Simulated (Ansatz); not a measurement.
## Ag3TeF (built on the sites of a database entry of Ag3SI): the cell at rest

Wanted: the relaxed cell of Ag3TeF (built on the sites of a database entry of Ag3SI).

Main program and level: Ansatz 0.2.0; DFT PBE, scalar-relativistic, plane waves, norm-conserving pseudopotentials.

The structure was built from a prototype and need not be the compound's stable phase.

### 1. Starting point

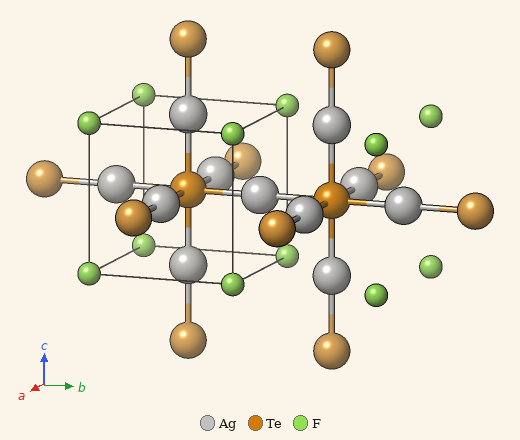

The starting structure, seen slightly off an axis (silver light grey, tellurium orange, fluorine green). 1×2×1 cells are drawn. Some periodic images of atoms are drawn too.

### 2. A coarse first look

A quick single point on a coarse mesh tells whether the cell has a gap and how far it is from rest, which sets the k mesh and smearing that follow.

input.yaml reads:

```yaml
crystal:
  lattice:
    - [4.78345, 0.0, 0.0]
    - [0.0, 4.78345, 0.0]
    - [0.0, 0.0, 4.78345]
  atoms:
    - { symbol: Ag, position: [0.5, 0.5, 0.0] }
    - { symbol: Ag, position: [0.0, 0.5, 0.5] }
    - { symbol: Ag, position: [0.5, 0.0, 0.5] }
    - { symbol: Te, position: [0.5, 0.5, 0.5] }
    - { symbol: F, position: [0.0, 0.0, 0.0] }
kpoints:
  mp_grid: { grid: [4, 4, 4] }
hamiltonian:
  xc: pbe
  pseudopotentials: { kind: nc }
scf:
  occupations: { method: gaussian, width: 0.1 }
output:
  forces: true
  stress: true
  eigenvalues: true
```

Launch:

```
$ ansatz run input.yaml --threads 8 --pin off --max-ram 14336MiB --backend cpu --events-out ev --progress --plain --runs-dir out
```

Numbers of over 12 decimals in the logs are rounded to 6 here.

Log:

```text
Engine: ansatz 0.2.0, x86_64-unknown-linux-gnu
Pseudopotentials: kind: nc
Pseudopotential: Ag, nc, valence charge 19, recommended cutoff 960 eV (normal), Ag.nc.azcp
Pseudopotential: Te, nc, valence charge 16, recommended cutoff 1120 eV (normal), Te.nc.azcp
Pseudopotential: F, nc, valence charge 7, recommended cutoff 1320 eV (normal), F.nc.azcp
Functional definition: PBE
  parameter kappa = 0.804
[...]
k-point 0: bands = [... 36 lower, 6.4035, 8.7666, 8.7666, 8.7666, 12.2907, 12.2909, 12.2909, 17.3177, ... 2 higher]
  k-point 1: bands = [... 36 lower, 7.1522, 8.7415, 8.7926, 8.7926, 12.2921, 12.4103, 14.1473, 16.4021, ... 2 higher]
  k-point 2: bands = [... 36 lower, 7.7740, 8.7214, 8.7872, 8.7872, 12.2989, 12.5629, 15.5934, 15.5934, ... 2 higher]
  k-point 9: bands = [... 36 lower, 8.3150, 8.8276, 8.8276, 8.8276, 12.2654, 12.2654, 12.2654, 18.6148, ... 2 higher]
[key lines of the parts left out:]
SCF converged after 10 iterations
Free energy (F): -16287.842164 eV
Fermi energy:    10.340632 eV
P = ⅓ Tr σ = 20.8400 GPa (208.400 kbar)
```

Elapsed: 1.4 s, on 8 threads of Intel Xeon 6975P-C (Granite Rapids), shared host; peak memory 1.4 GiB; 9.7 s of CPU time.

A gap read on the k-mesh alone can miss the band edges.

Numbers from this step:

```
pressure           : 20.84 GPa
gap on the k-mesh  : 2.143 eV
volume per atom    : 21.89 Å³
direct gap on mesh : 2.143 eV
```

The coarse mesh shows a gap of 2.14 eV and a pressure of 20.8 GPa.

### 3. Rough relaxation

The start is far from rest, so a relaxation with loose tolerances brings it close first.

Edit input.yaml of step 2 so:

```diff
@@ -22 +22,6 @@
   eigenvalues: true
+relax:
+  adjacent_minimum: "off"
+  f_tol: 0.05
+  max_steps: 80
+  cell: { stress_tol: 0.5 }
```

Log:

```text
[...]
Crystal: 5 atoms, lattice volume = 109.452 Å³
Basis set: ecut = 1320 eV, 11837 PW (Γ), exchange–correlation on 120×120×120 points (8 copies of the dense FFT grid, shifted against one another)
Bands: 48, of which v1, the nominal top of the filled ones, is band 40 counted from 1 (39 counted from 0)
Symmetry: 48 space group operations
[...]
k-points: 10 of 64
[...]
cell:  # Å, volume = 146.1551 Å³
    - [5.267501, 0, 0]
    - [0, 5.267501, 0]
    - [0, 0, 5.267501]
  atoms:
    - { symbol: Ag, position: [0.500000, 0.500000, 0] }
    - { symbol: Ag, position: [0, 0.500000, 0.500000] }
    - { symbol: Ag, position: [0.500000, 0, 0.500000] }
    - { symbol: Te, position: [0.500000, 0.500000, 0.500000] }
    - { symbol: F, position: [0, 0, 0] }
[key lines of the parts left out:]
SCF converged after 4 iterations
Free energy (F): -16289.634756 eV
Fermi energy:    6.289202 eV
P = ⅓ Tr σ = 0.1501 GPa (1.501 kbar)
```

It took 13 s on 8 threads; peak memory 1.8 GiB; 88 s of CPU time.

The steps of the relaxation:

```
step  energy less that of the first step (eV)  largest force component (eV/Å)  pressure (GPa)  volume (Å³)
   1                                   0.0000                          0.0000           20.84       109.45
   2                                  -1.3878                          0.0000            7.29       126.25
   3                                  -1.7136                          0.0000            2.29       137.60
   4                                  -1.7623                          0.0000            0.43       143.50
  5*                                  -1.7849                          0.0000            0.79       143.50
   6                                  -1.7925                          0.0000            0.15       146.16
  7*                                  -1.7926                          0.0000            0.15       146.16
```

Relaxation steps marked * repeat the geometry before them on a plane-wave basis chosen anew for their cell, so energy and pressure can jump there.

The run keeps the 48 symmetry operations that it works with, so distortions that break them were not tested.

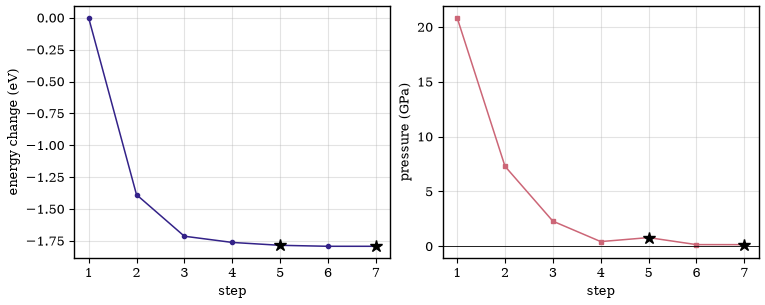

Energy and pressure along the relaxation. Stars mark steps on a basis chosen anew.

```
conventional cell, symmetrised  before  after   change
                         a (Å)   4.783  5.268  +10.1 %
                         b (Å)   4.783  5.268  +10.1 %
                         c (Å)   4.783  5.268  +10.1 %
              volume (Å³/atom)   21.89  29.23  +33.5 %
```

This step gave:

| Quantity | Value |
| --- | --- |
| pressure | 0.1501 GPa |
| gap on the k-mesh | 1.238 eV |
| volume per atom | 29.23 Å³ |
| direct gap on mesh | 1.391 eV |

In this step the volume went from 21.89 to 29.23 Å³/atom.

### 4. Bringing the structure to rest

Harmonic phonons are second derivatives at a point where the forces vanish, and they are wanted at zero stress, so atoms and cell are relaxed first.

input.yaml, the sections that differ from step 3:

```yaml
crystal:
  lattice:
    - [5.2675013956, 0.0, 0.0]
    - [0.0, 5.2675013956, 0.0]
    - [0.0, 0.0, 5.2675013956]
  atoms:
    - { symbol: Ag, position: [0.5, 0.5, 0.0] }
    - { symbol: Ag, position: [0.0, 0.5, 0.5] }
    - { symbol: Ag, position: [0.5, 0.0, 0.5] }
    - { symbol: Te, position: [0.5, 0.5, 0.5] }
    - { symbol: F, position: [0.0, 0.0, 0.0] }
scf:
  occupations: { method: gaussian, width: 0.02 }
relax:
  adjacent_minimum: "off"
  f_tol: 0.005
  max_steps: 80
  cell: { stress_tol: 0.05 }
# kpoints, hamiltonian, output: as in step 3
```

Log:

```text
[...]
Crystal: 5 atoms, lattice volume = 146.155 Å³
Basis set: ecut = 1320 eV, 15895 PW (Γ), exchange–correlation on 128×128×128 points (8 copies of the dense FFT grid, shifted against one another)
Bands: 48, of which v1, the nominal top of the filled ones, is band 40 counted from 1 (39 counted from 0)
Symmetry: 48 space group operations
[...]
k-points: 10 of 64
[...]
SCF iter   1: F=—  HF=-16292.988788 eV  |F-HF|=—  |Δ(HF+E_count)|=         —  Δρ=6.76e-2  dr2=9.17e0  ethr=3.10e-3  ⟨swp⟩=12.3  Hψ=2744  notcnv=0
[...]
SCF iter  12: F=-16289.634756 eV  HF=-16289.634756 eV  |F-HF|=9.99e-9  |Δ(HF+E_count)|=   6.85e-8  Δρ=2.84e-6  dr2=1.16e-8  ethr=1.25e-10  ⟨swp⟩=18.8  Hψ=3174  notcnv=0
SCF 1 converged in 12 iterations: F = -16289.634756 eV  dr2 = 1.16e-8
relax step   1: F+E_penalty+E_count = -16289.63475587 eV  Δ(F+E_penalty+E_count) = +0.000e0 eV  max|allowed force component| = 5.910e-28 eV/Å  Δτ_max = 0.0000 Å  P = +0.150 GPa  Ω = 146.155 Å³  (12 SCF iters, dr2 threshold 1.00e-7 eV, accepted)
Crystal: 5 atoms, lattice volume = 146.826 Å³
Basis set: ecut = 1320 eV, 15967 PW (Γ), exchange–correlation on 128×128×128 points (8 copies of the dense FFT grid, shifted against one another)
[...]
SCF iter   6: F=-16289.635044 eV  HF=-16289.635044 eV  |F-HF|=1.29e-8  |Δ(HF+E_count)|=   5.22e-8  Δρ=3.61e-6  dr2=9.30e-9  ethr=7.05e-11  ⟨swp⟩=7.5  Hψ=2678  notcnv=0
SCF 2 converged in 6 iterations: F = -16289.635044 eV  dr2 = 9.30e-9
relax step   2: F+E_penalty+E_count = -16289.63504351 eV  Δ(F+E_penalty+E_count) = -2.876e-4 eV  max|allowed force component| = 2.713e-28 eV/Å  Δτ_max = 0.0000 Å  P = -0.001 GPa  Ω = 146.826 Å³  energy of the carried Pulay correction = -2.301e-5 eV  (6 SCF iters, dr2 threshold 5.64e-8 eV, accepted)
[...]
SCF iter   1: F=—  HF=-16289.635048 eV  |F-HF|=—  |Δ(HF+E_count)|=         —  Δρ=5.12e-6  dr2=1.05e-8  ethr=2.24e-7  ⟨swp⟩=4.9  Hψ=4752  notcnv=0
eigensolver tolerance schedule: the retry pair's looser diagonalisation over-reported the residual by 16989.19 of it (diagonalisation noise at an unbounded share of the residual, at the tolerance the schedule requests for it); recorded, not acted on — ethr = c·dr2/N_el stays at c = 1.0e-1
[...]
SCF iter   2: F=—  HF=-16289.635065 eV  |F-HF|=—  |Δ(HF+E_count)|=   1.72e-5  Δρ=3.04e-6  dr2=5.11e-9  ethr=1.32e-11  ⟨swp⟩=5.1  Hψ=1596  notcnv=0
[...]
SCF iter   6: F=-16289.635065 eV  HF=-16289.635065 eV  |F-HF|=1.09e-11  |Δ(HF+E_count)|=  1.13e-10  Δρ=1.45e-7  dr2=2.73e-11  ethr=1.00e-12  ⟨swp⟩=8.4  Hψ=2322  notcnv=0
SCF 3 converged in 6 iterations: F = -16289.635065 eV  dr2 = 2.73e-11
relax step   3: F+E_penalty+E_count = -16289.63506547 eV  Δ(F+E_penalty+E_count) = -2.195e-5 eV  max|allowed force component| = 2.369e-28 eV/Å  Δτ_max = 0.0000 Å  P = -0.001 GPa  Ω = 146.826 Å³  stress off target by 1.12e-3 GPa  SCF on the basis re-selected at this cell (its energy is not comparable with the rows above)  (6 SCF iters)
[...]
SCF converged after 6 iterations
Free energy (F): -16289.635065 eV
[...]
Internal energy: -16289.635065 eV  (E = F + TS)
E sigma→0 (E₀):  -16289.635065 eV
Fermi energy:    6.223516 eV
[...]
--- Stress (GPa, compression-positive) ---
       -0.001116       0.000000      -0.000000
        0.000000      -0.001116       0.000000
       -0.000000       0.000000      -0.001116
  P = ⅓ Tr σ = -0.0011 GPa (-0.011 kbar)
--- Band table (eV; the first three rows and the last of 10) ---
  k-point 0: bands = [... 36 lower, 2.8381, 5.4659, 5.4659, 5.4659, 6.8312, 7.6191, 7.6191, 12.4487, ... 4 higher]
  k-point 1: bands = [... 36 lower, 3.4435, 5.3493, 5.4728, 5.4728, 7.2331, 7.6973, 8.9218, 11.7436, ... 4 higher]
  k-point 2: bands = [... 36 lower, 3.8355, 5.2536, 5.4727, 5.4727, 7.3355, 7.7877, 10.8004, 11.0994, ... 4 higher]
  k-point 9: bands = [... 36 lower, 4.6021, 5.2500, 5.2500, 5.2500, 8.5794, 8.5794, 8.5794, 12.4720, ... 4 higher]
--- Relaxed structure (2 steps of the walk, 2 accepted, 1 SCFs on fresh bases) ---
[...]
cell:  # Å, volume = 146.8258 Å³
    - [5.275547, 0, 0]
    - [0, 5.275547, 0.0]
    - [0, 0.0, 5.275547]
  atoms:
    - { symbol: Ag, position: [0.5, 0.5, 0] }
    - { symbol: Ag, position: [0, 0.5, 0.5] }
    - { symbol: Ag, position: [0.5, 0, 0.5] }
    - { symbol: Te, position: [0.5, 0.5, 0.5] }
    - { symbol: F, position: [0, 0, 0] }
```

Run time: 7 s. Hardware: 8 threads; peak memory 1.8 GiB.

Step by step:

```
step  energy less that of the first step (eV)  largest force component (eV/Å)  pressure (GPa)  volume (Å³)
   1                                   0.0000                          0.0000            0.15       146.16
   2                                  -0.0003                          0.0000            0.00       146.83
  3*                                  -0.0003                          0.0000            0.00       146.83
```

Relaxation steps marked * repeat the geometry before them on a plane-wave basis chosen anew for their cell, so energy and pressure can jump there.

Forces are held to the 48 operations that the run works with; a distortion that breaks them can't arise in this run.

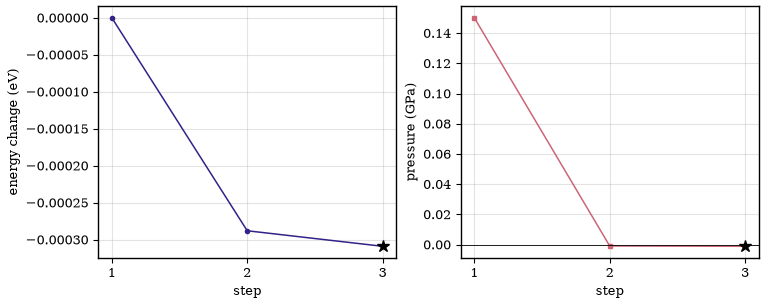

Energy and pressure along the relaxation. Stars mark steps on a basis chosen anew.

```
conventional cell, symmetrised  before  after  change
                         a (Å)   5.268  5.276  +0.2 %
                         b (Å)   5.268  5.276  +0.2 %
                         c (Å)   5.268  5.276  +0.2 %
              volume (Å³/atom)   29.23  29.37  +0.5 %
```

The relaxed structure:

```xyz
5
Lattice="5.2755 0.0000 0.0000 0.0000 5.2755 0.0000 0.0000 0.0000 5.2755" Properties=species:S:1:pos:R:3 pbc="T T T"
Ag    2.6378    2.6378    0.0000
Ag    0.0000    2.6378    2.6378
Ag    2.6378    0.0000    2.6378
Te    2.6378    2.6378    2.6378
F     0.0000    0.0000    0.0000
```

This step gave:

```yaml
pressure: -0.001116 GPa
gap_on_the_k_mesh: 1.216 eV
volume_per_atom: 29.37 Å³
direct_gap_on_mesh: 1.365 eV
```

In this step the volume went from 29.23 to 29.37 Å³/atom.

### 5. Relaxing to small forces for the phonons, k-mesh 4×4×4

Phonons need a cell at rest on their own settings, so the relaxation is repeated with tight tolerances on forces and stress, using the mesh and the filling of the phonon run that follows.

input.yaml, the sections that differ from step 4:

```yaml
crystal:
  lattice:
    - [5.2755466062, 0.0, 0.0]
    - [0.0, 5.2755466062, 0.0]
    - [0.0, 0.0, 5.2755466062]
  atoms:
    - { symbol: Ag, position: [0.5, 0.5, 0.0] }
    - { symbol: Ag, position: [0.0, 0.5, 0.5] }
    - { symbol: Ag, position: [0.5, 0.0, 0.5] }
    - { symbol: Te, position: [0.5, 0.5, 0.5] }
    - { symbol: F, position: [0.0, 0.0, 0.0] }
scf:
  occupations: { method: fixed }
relax:
  adjacent_minimum: "off"
  f_tol: 0.001
  max_steps: 60
  cell: { stress_tol: 0.01 }
# kpoints, hamiltonian, output: as in step 4
```

Log:

```text
[...]
Crystal: 5 atoms, lattice volume = 146.826 Å³
Basis set: ecut = 1320 eV, 15967 PW (Γ), exchange–correlation on 128×128×128 points (8 copies of the dense FFT grid, shifted against one another)
Bands: 48, of which v1, the nominal top of the filled ones, is band 40 counted from 1 (39 counted from 0)
Symmetry: 48 space group operations
[...]
k-points: 10 of 64
[...]
cell:  # Å, volume = 146.8258 Å³
    - [5.2755466062, 0.0, 0.0]
    - [0.0, 5.2755466062, 0.0]
    - [0.0, 0.0, 5.2755466062]
  atoms:
    - { symbol: Ag, position: [0.500000, 0.500000, 0.0] }
    - { symbol: Ag, position: [0.0, 0.500000, 0.500000] }
    - { symbol: Ag, position: [0.500000, 0.0, 0.500000] }
    - { symbol: Te, position: [0.500000, 0.500000, 0.500000] }
    - { symbol: F, position: [0.0, 0.0, 0.0] }
[key lines of the parts left out:]
SCF converged after 6 iterations
Free energy (F): -16289.635065 eV
Fermi energy:    5.615273 eV
P = ⅓ Tr σ = -0.0011 GPa (-0.011 kbar)
```

Wall time 3.9 s (8 threads); peak memory 1.7 GiB.

Little changed from the start: no atom moved by 0.005 Å and no cell edge by 0.1 %.

Numbers from this step:

```
pressure : -0.001114 GPa
```

The forces vanish by symmetry and the pressure is -0.001 GPa, within the tolerances set. The cell now holds 29.37 Å³/atom.

### 6. Tight relaxation, k-mesh 6×6×6

The k mesh is raised to 6×6×6 since a zone-centre run on the first mesh warned that it was too coarse for the force constants, and the cell is relaxed again on it.

Edit input.yaml of step 5 so:

```diff
@@ -12,3 +12,3 @@
 kpoints:
-  mp_grid: { grid: [4, 4, 4] }
+  mp_grid: { grid: [6, 6, 6] }
 hamiltonian:
```

Log:

```text
[...]
Crystal: 5 atoms, lattice volume = 146.826 Å³
Basis set: ecut = 1320 eV, 15967 PW (Γ), exchange–correlation on 128×128×128 points (8 copies of the dense FFT grid, shifted against one another)
Bands: 48, of which v1, the nominal top of the filled ones, is band 40 counted from 1 (39 counted from 0)
Symmetry: 48 space group operations
[...]
k-points: 20 of 216
[...]
--- Relaxed structure (2 steps of the walk, 2 accepted, 1 SCFs on fresh bases) ---
[...]
cell:  # Å, volume = 146.7751 Å³
    - [5.274939, 0, 0.0]
    - [0, 5.274939, 0]
    - [0.0, 0, 5.274939]
  atoms:
    - { symbol: Ag, position: [0.500000, 0.500000, 0] }
    - { symbol: Ag, position: [0, 0.500000, 0.500000] }
    - { symbol: Ag, position: [0.500000, 0, 0.500000] }
    - { symbol: Te, position: [0.500000, 0.500000, 0.500000] }
    - { symbol: F, position: [0, 0, 0] }
[key lines of the parts left out:]
SCF converged after 7 iterations
Free energy (F): -16289.633387 eV
Fermi energy:    5.629032 eV
P = ⅓ Tr σ = 0.0001 GPa (0.001 kbar)
```

It took 16 s on 8 threads; peak memory 1.9 GiB.

Little changed from the start: no atom moved by 0.005 Å and no cell edge by 0.1 %.

This step gave:

| Property | Result |
| --- | --- |
| pressure | 6.98e-5 GPa |
| gap on the k-mesh | 1.205 eV |
| volume per atom | 29.36 Å³ |
| direct gap on mesh | 1.354 eV |

The forces vanish by symmetry and the pressure is 0.000 GPa, within the tolerances set. The cell now holds 29.36 Å³/atom.

### 7. Outcome

```json
{"space group after relaxation (within 0.01 Å)": "Pm-3m", "lattice constant a": "5.275 Å", "lattice constant b": "5.275 Å", "lattice constant c": "5.275 Å", "volume per atom": "29.4 Å³", "gap on the k-mesh": "1.21 eV"}
```

**Reading.** The forces vanish by symmetry and the pressure is 0.000 GPa, within the tolerances set. The cell now holds 29.36 Å³/atom. The relaxation keeps the symmetry of its start, so it says nothing on stability against lower symmetry. Spin-orbit coupling is left out, which can matter for the heavy elements here. The starting cell was built on a prototype and not taken from a measurement, so the phase need not exist.

[Logs are printed without paths, hosts, clocks, repeated set-up lines and the standing remarks that a program may print on its own settings, such as how far it seeks lower states.]

[Hosts, paths, dates, database ids (printed as entryN), source tags and the programs' standing remarks are cut or masked in the printed files.]
